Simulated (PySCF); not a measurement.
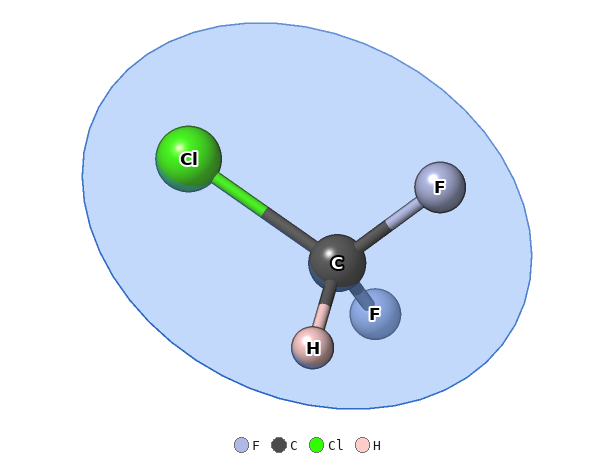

All proper rotation axes (lines) and mirror planes (discs) of the structure are drawn in. Distant atoms are faded towards the background colour. Computed geometry: PBE0-D3(BJ)/def2-SVP optimisation. No frequency run is at hand to confirm it as a minimum.

> Name the symmetry elements and the point group.

It has 1 mirror plane. Point group Cs. The group has 2 operations. The geometry is achiral, and symmetry allows a dipole moment.
